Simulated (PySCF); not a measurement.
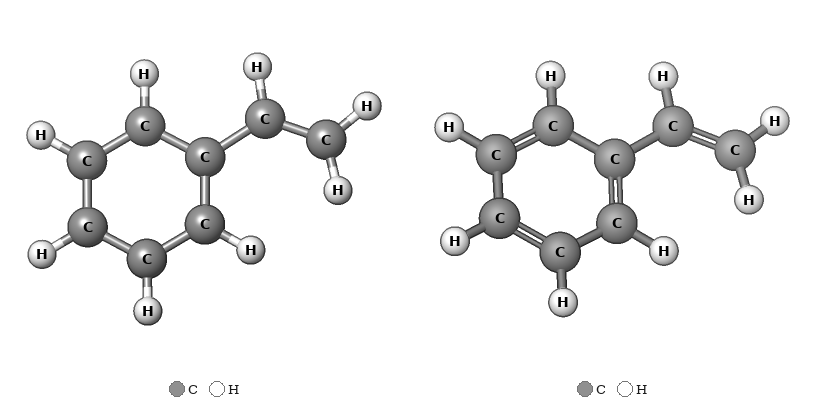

Both panels show the same species.

The geometry was computed by an optimisation with PBE0-D3(BJ)/def2-SVP. No frequency run is at hand to confirm it as a minimum.

Count the atoms of each element.

C8H8, 16 atoms: 8 carbon and 8 hydrogen.

What is its SMILES?

C=Cc1ccccc1

Count the bonded pairs by element.

8 C–C, 8 C–H.

Name some functional groups or characteristic bonds that it holds.

Among them: alkene.

The parts below concern this one geometry. Atoms keep their numbers from picture to picture.

## Shape

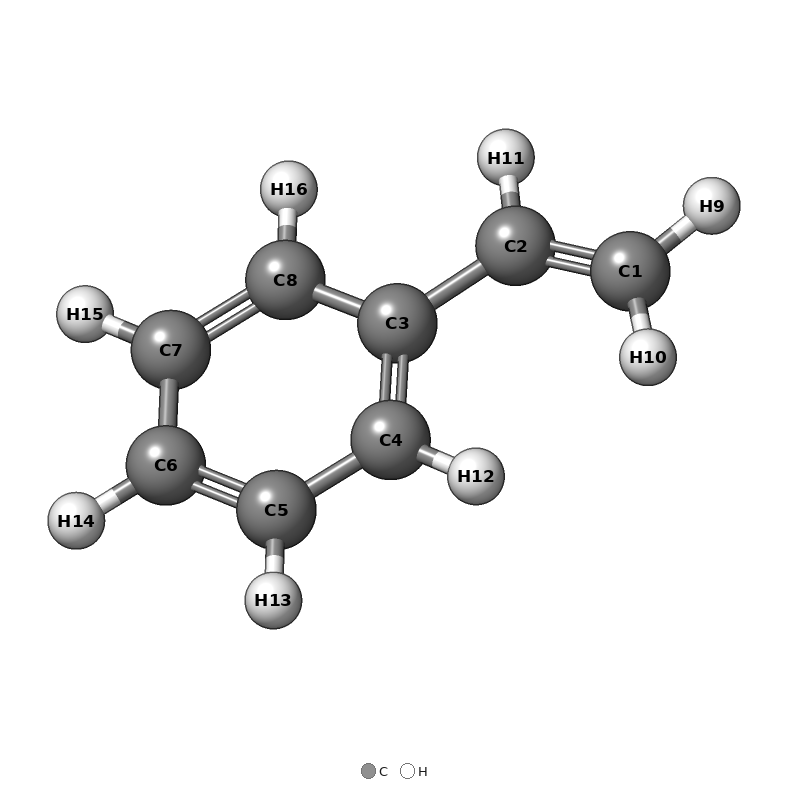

Numbered structure. No frequency run is at hand to confirm it as a minimum.

Estimate the angles C1–C2–H11, C2–C1–H9, C3–C2–H11, C3–C4–H12, C3–C8–C7, C4–C3–C8, C5–C4–H12, C5–C6–C7, C5–C6–H14, C6–C7–H15, C7–C6–H14, C7–C8–H16.

```tsv
angle	degrees
C1–C2–H11	118.1
C2–C1–H9	120.7
C3–C2–H11	114.5
C3–C4–H12	119.8
C3–C8–C7	121.2
C4–C3–C8	118.0
C5–C4–H12	119.3
C5–C6–C7	119.5
C5–C6–H14	120.2
C6–C7–H15	120.1
C7–C6–H14	120.3
C7–C8–H16	119.8
```

## NMR shielding

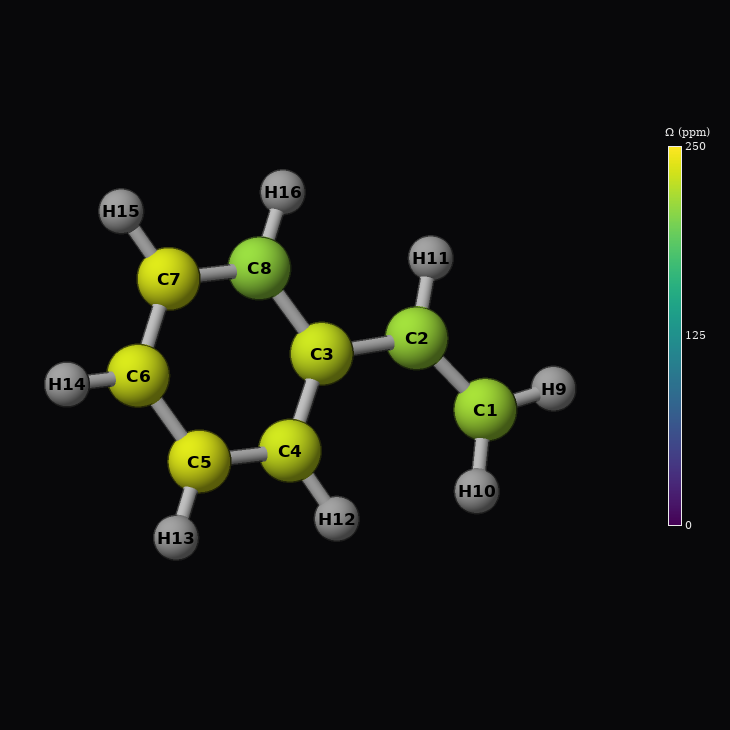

The C atoms are coloured by the span of their shielding tensor. No frequency run is at hand to confirm it as a minimum. Method: GIAO PBE0/pcSseg-1 NMR shielding, non-relativistic, gas phase (PySCF 2.14.0). Principal shieldings σ11 ≤ σ22 ≤ σ33, span Ω = σ33 − σ11, skew κ = 3(σiso − σ22)/Ω.

Give the shielding tensors of the C atoms.

```tsv
atom	σ11	σ22	σ33	σiso	Ω	κ
C1	−46.5	74.3	169.0	65.6	215.5	−0.12
C2	−74.9	54.5	138.9	39.5	213.8	−0.21
C3	−53.4	8.6	175.1	43.4	228.5	0.46
C4	−50.0	40.2	180.2	56.8	230.2	0.22
C5	−61.0	38.1	174.8	50.6	235.8	0.16
C6	−59.1	36.7	174.2	50.6	233.3	0.18
C7	−61.3	38.1	173.8	50.2	235.2	0.15
C8	−51.2	38.1	159.1	48.6	210.3	0.15
```

Shieldings and span in ppm.

## Ring current

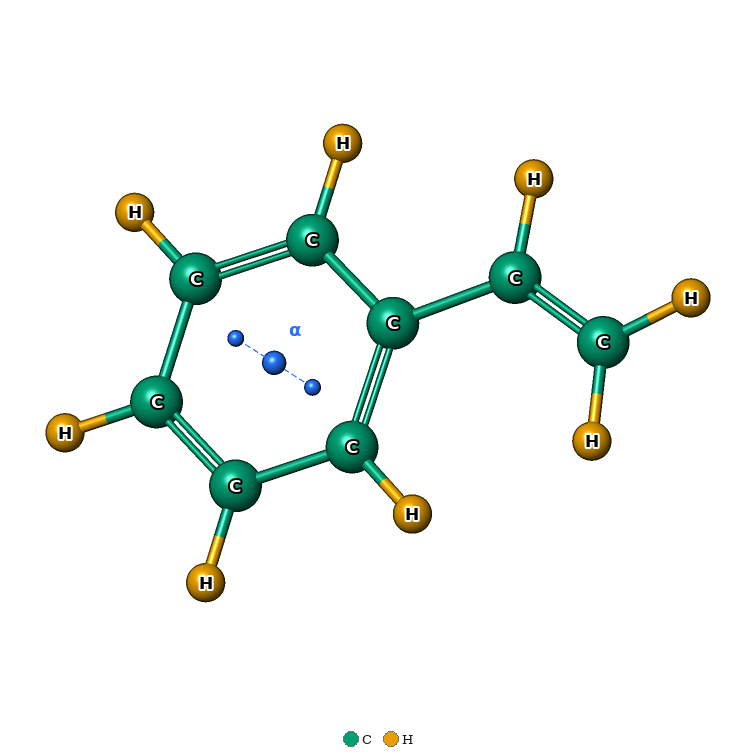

The small points mark where nucleus-independent chemical shifts (NICS) were computed: at the centre of each lettered ring and 1 Å above and below it. No frequency run is at hand to confirm it as a minimum. Properties computed with GIAO PBE0/pcSseg-1 NMR shielding, non-relativistic, gas phase (PySCF 2.14.0).

Give NICS(0), NICS(1) and the out-of-plane component NICS(1)zz for each ring (means of the two sides).

```csv
ring,members,NICS(0),NICS(1),NICS(1)zz
α,C6,−7.9,−10.8,−26.8
```

Values in ppm.

What do the values say about the ring currents?

Ring α: diatropic, as in an aromatic ring. NICS is one index among several.

## Electronic properties

No frequency run is at hand to confirm it as a minimum. Level of theory: B3LYP/pcJ-1, gas phase (PySCF 2.14.0).

Predict the main results.

- dipole moment: 0.18 D
- HOMO energy (Kohn–Sham orbital): −6.38 eV
- LUMO energy (Kohn–Sham orbital): −1.27 eV
- HOMO–LUMO gap: 5.11 eV

## Charges

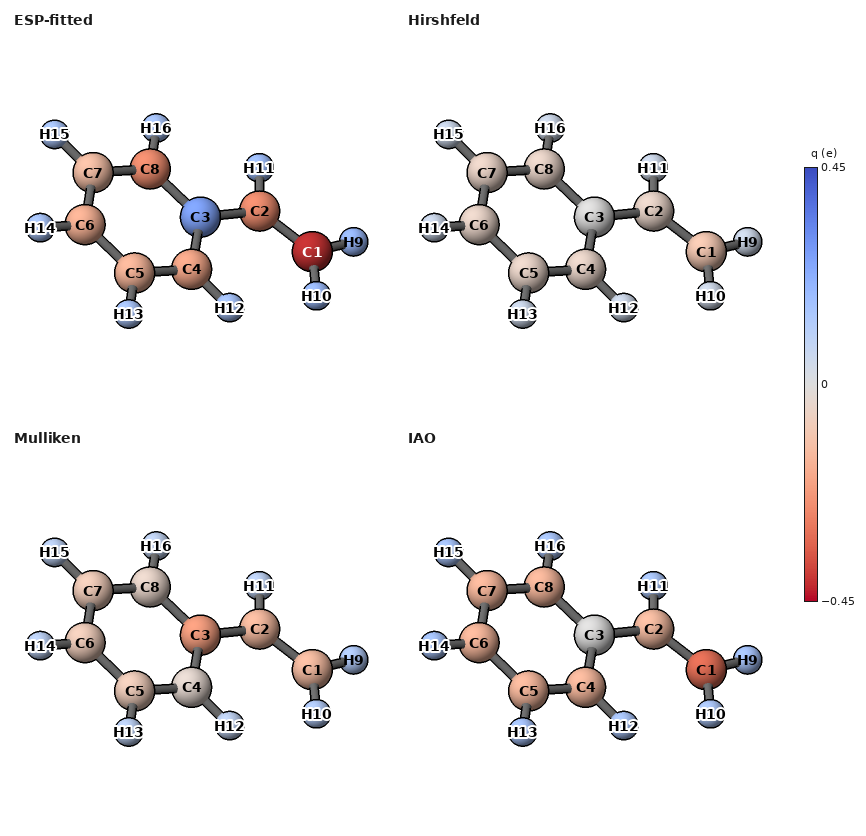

Atomic charges of one calculation by 4 schemes, on one colour scale. No frequency run is at hand to confirm it as a minimum. Method: PBE0/pcSseg-1 (PySCF 2.14.0).

Which scheme gives the most polar picture (largest mean size of the charges)?

The ESP-fitted charges are the largest in size here, and the Hirshfeld charges the smallest.

On which atom do the schemes disagree most?

On C3 (from −0.21 to 0.26 e).

List the charges (e), one line for each set of equivalent atoms.

```json
{"atom": "C1", "ESP-fitted": "−0.41", "Hirshfeld": "−0.10", "Mulliken": "−0.13", "IAO": "−0.31"}
{"atom": "C2", "ESP-fitted": "−0.25", "Hirshfeld": "−0.05", "Mulliken": "−0.14", "IAO": "−0.13"}
{"atom": "C3", "ESP-fitted": "0.26", "Hirshfeld": "0.00", "Mulliken": "−0.21", "IAO": "0.00"}
{"atom": "C4", "ESP-fitted": "−0.19", "Hirshfeld": "−0.05", "Mulliken": "−0.03", "IAO": "−0.14"}
{"atom": "C5", "ESP-fitted": "−0.15", "Hirshfeld": "−0.05", "Mulliken": "−0.08", "IAO": "−0.15"}
{"atom": "C6", "ESP-fitted": "−0.16", "Hirshfeld": "−0.05", "Mulliken": "−0.08", "IAO": "−0.15"}
{"atom": "C7", "ESP-fitted": "−0.13", "Hirshfeld": "−0.05", "Mulliken": "−0.08", "IAO": "−0.15"}
{"atom": "C8", "ESP-fitted": "−0.25", "Hirshfeld": "−0.05", "Mulliken": "−0.05", "IAO": "−0.15"}
{"atom": "H9", "ESP-fitted": "0.19", "Hirshfeld": "0.05", "Mulliken": "0.13", "IAO": "0.15"}
{"atom": "H10", "ESP-fitted": "0.18", "Hirshfeld": "0.05", "Mulliken": "0.13", "IAO": "0.14"}
{"atom": "H11", "ESP-fitted": "0.17", "Hirshfeld": "0.05", "Mulliken": "0.09", "IAO": "0.14"}
{"atom": "H12", "ESP-fitted": "0.15", "Hirshfeld": "0.05", "Mulliken": "0.09", "IAO": "0.15"}
{"atom": "H13", "ESP-fitted": "0.14", "Hirshfeld": "0.05", "Mulliken": "0.10", "IAO": "0.15"}
{"atom": "H14", "ESP-fitted": "0.15", "Hirshfeld": "0.05", "Mulliken": "0.10", "IAO": "0.15"}
{"atom": "H15", "ESP-fitted": "0.15", "Hirshfeld": "0.05", "Mulliken": "0.10", "IAO": "0.15"}
{"atom": "H16", "ESP-fitted": "0.15", "Hirshfeld": "0.05", "Mulliken": "0.08", "IAO": "0.15"}
```

Mulliken values depend strongly on the basis set and can even reverse the polarity of a bond.
